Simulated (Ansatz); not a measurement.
# MoS2: response to strain

MoS2 is deformed so: zz strain of -2 %. What stress and forces result, by LAPW, PAW and all-electron datasets made for the crystal?

Method: DFT PBEsol, scalar-relativistic, in Ansatz 0.2.0.

### 1 The system as given

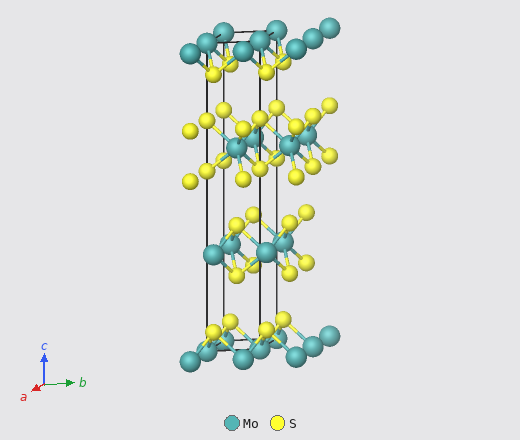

Start, viewed slightly off an axis; molybdenum teal, sulfur yellow. 2×2×1 cells are drawn. Atoms on the faces are drawn again on the opposite ones. The cell drawn here is the conventional one.

Coordinates:

```cif
data_structure
_symmetry_space_group_name_H-M 'P 1'
_symmetry_Int_Tables_number 1
_cell_length_a 6.3898
_cell_length_b 6.3898
_cell_length_c 6.3898
_cell_angle_alpha 28.660
_cell_angle_beta 28.660
_cell_angle_gamma 28.660
_cell_volume 53.05
loop_
_atom_site_label
_atom_site_type_symbol
_atom_site_fract_x
_atom_site_fract_y
_atom_site_fract_z
_atom_site_occupancy
Mo1 Mo 0.00000 0.00000 0.00000 1
S1 S 0.74840 0.74840 0.74840 1
S2 S 0.58490 0.58490 0.58490 1
```

Atoms are numbered in the order of the input: Mo1, S2, S3.

### 2 After the deformation

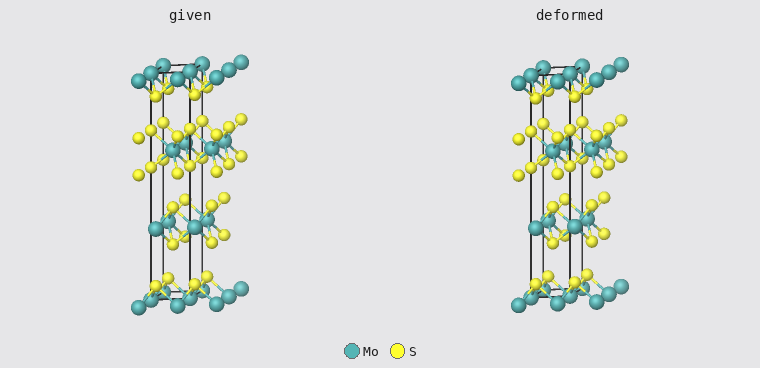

Given and deformed, at one scale.

Space group R3m before, R3m after.

### 3 Full-potential LAPW

input.yaml

```yaml
crystal:
  lattice:
    - [1.5815003568, 0.9130796567, 6.0008634]
    - [-1.5815003568, 0.9130796567, 6.0008634]
    - [0.0, -1.8261593134, 6.0008634]
  atoms:
    - { symbol: Mo, position: [0.0, 0.0, 0.0] }
    - { symbol: S, position: [0.7484, 0.7484, 0.7484] }
    - { symbol: S, position: [0.5849, 0.5849, 0.5849] }
kpoints:
  mp_grid: { grid: [13, 13, 13] }
  band_path:
    path:
      - [0.0, 0.0, 0.0]
      - [0.5, 0.5, 0.5]
      - [0.8178986191, 0.1821013809, 0.5]
      - [0.5, -0.1821013809, 0.1821013809]
      - [0.5, 0.0, 0.0]
      - [0.0, 0.0, 0.0]
      - [0.3410506904, -0.3410506904, 0.0]
      - [0.6589493096, 0.0, 0.3410506904]
      - [0.5, 0.0, 0.5]
    npoints: 5
scf:
  occupations: { method: fermi_dirac, width: 0.05 }
hamiltonian:
  xc: pbesol
  pseudopotentials: { kind: all_electron, lapw: { basis_error: 0.0005 } }
output:
  forces: true
  stress: true
  eigenvalues: true
```

The run is started by

```bash
$ ansatz run input.yaml --threads 1 --pin off --max-ram 6144MiB --backend cpu --events-out ev --progress --plain --runs-dir out
```

Log, cut to the lines that bear on the results:

```text
LAPW: plane waves up to 8.874 Å⁻¹, error target 5.0e-4 eV per atom; small_component_spin mean_spin; S in spheres of 1.049 Å, 14 of its electrons in bands, Dirac shells []; Mo in spheres of 1.296 Å, 30 of its electrons in bands, Dirac shells []
[...]
Pseudopotentials: kind: all_electron
Pseudopotential: Mo, LAPW, valence charge 30, Koelling and Harmon's equation, gaussian nucleus
Pseudopotential: S, LAPW, valence charge 14, Koelling and Harmon's equation, gaussian nucleus
Functional definition: PBEsol
[...]
Crystal: 3 atoms, lattice volume = 51.993 Å³
Basis set: ecut = 300.02170489443085 eV, 611 PW (Γ), FFT grids on a1−a3, a2−a3, a3, exchange–correlation at level 2
Bands: 35, of which v1, the nominal top of the filled ones, is band 29 counted from 1 (28 counted from 0)
Symmetry: 6 space group operations
Space group: R3m (ITA 160), of the structure as read, at distance tolerance 3.7e-5 Å
k-points: 231 of 2197 (time reversal used)
[...]
SCF iter   1: F=—  HF=-131814.434883 eV  |F-HF|=—  |Δ(HF+E_count)|=         —  Δρ=6.53e-2  dr2=2.80e0  ethr=4.82e-3  ⟨swp⟩=2.0  Hψ=54174  notcnv=0
[...]
the basis was enlarged: its passes take 10.2 MiB over the memory plan, 1 of 1 planned eigensolver slots
[...]
SCF iter  11: F=-131813.124366 eV  HF=-131813.124366 eV  |F-HF|=2.91e-11  |Δ(HF+E_count)|=   3.70e-8  Δρ=4.87e-6  dr2=1.56e-8  ethr=1.93e-10  ⟨swp⟩=3.0  Hψ=23858  notcnv=0
[...]
NSCF: frozen V_eff on 41 k-points
SCF converged after 11 iterations
Free energy (F): -131813.124366 eV
[...]
E sigma→0 (E₀):  -131813.124324 eV
Entropy (-TS):   -0.000084 eV (-0.028 meV/atom)
Fermi energy:    13.179782 eV
[...]
--- Forces (eV/Å), atoms counted from 1 ---
  atom   1  Mo     0.00000000    -0.00000000    -0.00389504
  atom   2  S      0.00000000     0.00000000     1.68425968
  atom   3  S      0.00000000     0.00000000    -1.68035633
[...]
--- Stress (GPa, compression-positive) ---
        4.174730       0.000000       0.000000
        0.000000       4.174730      -0.000000
        0.000000      -0.000000      15.738271
  P = ⅓ Tr σ = 8.0292 GPa (80.292 kbar)
--- Band table (eV; the first three rows and the last of 231) ---
[...]
```

Run time: 3.7 min. Hardware: 1 thread of Arm Neoverse V2, shared host; peak memory 1 GiB.

This run gives: pressure 8.03 GPa; gap 0.33 eV, indirect from T to S0–S2; largest force 1.684 eV/Å.

### 4 PAW on the default files

input.yaml

```yaml
crystal:
  lattice:
    - [1.5815003568, 0.9130796567, 6.0008634]
    - [-1.5815003568, 0.9130796567, 6.0008634]
    - [0.0, -1.8261593134, 6.0008634]
  atoms:
    - { symbol: Mo, position: [0.0, 0.0, 0.0] }
    - { symbol: S, position: [0.7484, 0.7484, 0.7484] }
    - { symbol: S, position: [0.5849, 0.5849, 0.5849] }
kpoints:
  mp_grid: { grid: [13, 13, 13] }
scf:
  occupations: { method: fermi_dirac, width: 0.05 }
hamiltonian:
  xc: pbesol
  pseudopotentials: { kind: paw }
output:
  forces: true
  stress: true
  eigenvalues: true
  efg: { contact_densities: true }
```

The run is started by

```bash
$ ansatz run input.yaml --threads 1 --pin off --max-ram 6144MiB --backend cpu --events-out ev --progress --plain --runs-dir out
```

Log, cut to the lines that bear on the results:

```text
[...]
Mo: output.efg is read without spin–orbit coupling, which moves field gradients at and beside such atoms by some per cent and up to a factor of two; PAW files take it under magnetization.noncollinear and magnetization.spin_orbit
[...]
Pseudopotentials: kind: paw
Pseudopotential: Mo, paw, valence charge 14, recommended cutoff 420 eV (normal)
Pseudopotential: S, paw, valence charge 6, recommended cutoff 420 eV (normal)
[... 1 set-up line as earlier in the session ...]
[...]
Crystal: 3 atoms, lattice volume = 51.993 Å³
Basis set: ecut = 420 eV, 999 PW (Γ), FFT grids on a1−a3, a2−a3, a3, exchange–correlation on 48×48×90 points (8 copies of the dense FFT grid, shifted against one another)
Bands: 17, of which v1, the nominal top of the filled ones, is band 13 counted from 1 (12 counted from 0)
[... 1 set-up line as earlier in the session ...]
[...]
--- Stress (GPa, compression-positive) ---
        4.154223       0.000000       0.000000
        0.000000       4.154223       0.000000
        0.000000       0.000000      15.728231
  P = ⅓ Tr σ = 8.0122 GPa (80.122 kbar)
--- PAW observables at the nuclei: V_zz in 10²¹ V/m², potentials from the cell's mean, atoms counted from 1 ---
  atom   1  Mo V_zz =    -9.928957   η = 0.0000   by run symmetry: allowed
            electrostatic potential = -6351.809816 V   contact ρ = 594307.775539 e/Å³
  atom   2  S  V_zz =    -6.811848   η = 0.0000   by run symmetry: allowed
            electrostatic potential = -1637.092287 V   contact ρ = 19703.492008 e/Å³
  atom   3  S  V_zz =    -6.641673   η = 0.0000   by run symmetry: allowed
            electrostatic potential = -1637.085957 V   contact ρ = 19703.532853 e/Å³
--- Band table (eV; the first three rows and the last of 231) ---
  k-point 0: bands = ["-50.1073", "-24.3265", "-24.1105", "-24.1105", "-4.0066", "-1.9741", "4.0759", "7.4207", "7.4207", "8.6916", "8.6916", "10.3753", "10.4059", "13.3894", "13.3894", "14.0322", "14.0322"]
[...]
```

Wall time 18 s (1 thread of Arm Neoverse V2, shared host); peak memory 0.52 GiB.

In short: pressure 8.01 GPa; gap on the k mesh 0.44 eV (an odd mesh misses the zone boundary); largest force 1.684 eV/Å; Vzz Mo1 -9.93 (η = 0.00), S2 -6.81 (η = 0.00), S3 -6.64 (η = 0.00) (10²¹ V/m²).

### 5 Datasets made for this crystal

input.yaml, as its differences from that of step 4:

```diff
@@ -15,3 +15,3 @@
   xc: pbesol
-  pseudopotentials: { kind: paw }
+  pseudopotentials: { kind: all_electron, datasets: crystal }
 output:
```

The run is started by

```bash
$ ansatz run input.yaml --threads 1 --pin off --max-ram 6144MiB --backend cpu --events-out ev --progress --plain --runs-dir out
```

Log, cut to the lines that bear on the results:

```text
[...]
band count auto-derived: 19 (N_el = 26.0; filled up to band 13; 17 by the electrons, moments and atoms)
Mo: output.efg is read without spin–orbit coupling, which moves field gradients at and beside such atoms by some per cent and up to a factor of two; PAW files take it under magnetization.noncollinear and magnetization.spin_orbit
[...]
[... 1 set-up line as earlier in the session ...]
Pseudopotential: Mo, paw, valence charge 14, recommended cutoff 300 eV (normal), Koelling and Harmon's equation, gaussian nucleus
Pseudopotential: S, paw, valence charge 6, recommended cutoff 300 eV (normal), Koelling and Harmon's equation, gaussian nucleus
[... 1 set-up line as earlier in the session ...]
[...]
Crystal: 3 atoms, lattice volume = 51.993 Å³
Basis set: ecut = 300 eV, 611 PW (Γ), FFT grids on a1−a3, a2−a3, a3, exchange–correlation on 36×36×72 points (8 copies of the dense FFT grid, shifted against one another)
[...]
--- Stress (GPa, compression-positive) ---
        4.172249       0.000000       0.000000
        0.000000       4.172249      -0.000000
        0.000000      -0.000000      15.736587
  P = ⅓ Tr σ = 8.0270 GPa (80.270 kbar)
--- PAW observables at the nuclei: V_zz in 10²¹ V/m², potentials from the cell's mean, atoms counted from 1 ---
  atom   1  Mo V_zz =    -9.966434   η = 0.0000   by run symmetry: allowed
            electrostatic potential = -6350.014896 V   contact ρ = 594356.244997 e/Å³
  atom   2  S  V_zz =    -6.795386   η = -0.0000   by run symmetry: allowed
            electrostatic potential = -1635.598469 V   contact ρ = 19721.410725 e/Å³
  atom   3  S  V_zz =    -6.626785   η = 0.0000   by run symmetry: allowed
            electrostatic potential = -1635.592297 V   contact ρ = 19721.451765 e/Å³
--- Band table (eV; the first three rows and the last of 231) ---
  k-point 0: bands = ["-48.7447", "-22.9609", "-22.7447", "-22.7447", "-2.6432", "-0.6126", "5.4340", "8.7832", "8.7832", "10.0523", "10.0523", "11.7345", "11.7653", "14.7491", "14.7491", "15.3931", "15.3931"]
[...]
```

Run time: 76 s. Hardware: 1 thread of Arm Neoverse V2, shared host; peak memory 1.3 GiB.

In short: pressure 8.03 GPa; gap on the k mesh 0.45 eV (an odd mesh misses the zone boundary); largest force 1.684 eV/Å; Vzz Mo1 -9.97 (η = 0.00), S2 -6.80 (η = 0.00), S3 -6.63 (η = 0.00) (10²¹ V/m²).

### 6 Stress and forces compared

Stress (GPa, compression positive):

```tsv
method	xx	yy	zz	yz	xz	xy
LAPW	4.17	4.17	15.74	0.00	0.00	0.00
PAW	4.15	4.15	15.73	0.00	0.00	0.00
crystal datasets	4.17	4.17	15.74	0.00	0.00	0.00
```

Forces (eV/Å):

```tsv
atom	LAPW x	LAPW y	LAPW z	PAW x	PAW y	PAW z	crystal datasets x	crystal datasets y	crystal datasets z
Mo1	0.000	0.000	-0.004	0.000	0.000	-0.004	0.000	0.000	-0.004
S2	0.000	0.000	1.684	0.000	0.000	1.684	0.000	0.000	1.684
S3	0.000	0.000	-1.680	0.000	0.000	-1.680	0.000	0.000	-1.680
```

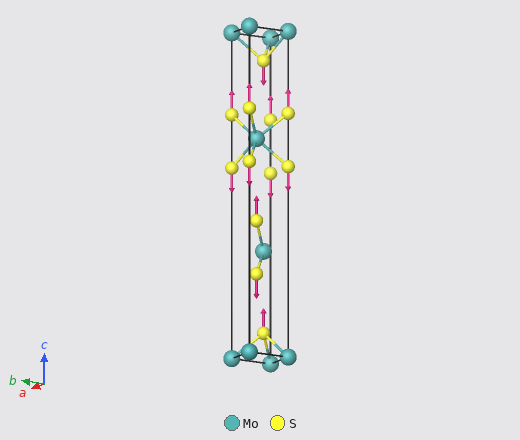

Forces of the LAPW run as arrows; the longest is 1.684 eV/Å.

```
          method  pressure (GPa)  gap on the k mesh (eV)  largest force (eV/Å)  Vzz Mo1 (10²¹ V/m²)  Vzz S2 (10²¹ V/m²)  Vzz S3 (10²¹ V/m²)  SCF cycles, all passes
            LAPW            8.03                    0.45                 1.684                    –                   –                   –                      11
             PAW            8.01                    0.44                 1.684                -9.93               -6.81               -6.64                       8
crystal datasets            8.03                    0.45                 1.684                -9.97               -6.80               -6.63                      11
```

### 7 Summary of results

```
                                 quantity                                           value
                                 pressure  LAPW 8.03, PAW 8.01, crystal datasets 8.03 GPa
largest shear or deviatoric stress (LAPW)                                        7.71 GPa
```

**Reading.** The largest part of the stress beyond the pressure is 7.71 GPa in size, in the zz component; the atoms are carried along and not relaxed. No run of the undeformed cell stands beside it, so the pressure holds what the given cell had before the change. PAW: stress within 0.02 GPa of LAPW, forces within 1 meV/Å. Crystal datasets: stress within 0.01 GPa of LAPW, forces within 1 meV/Å.
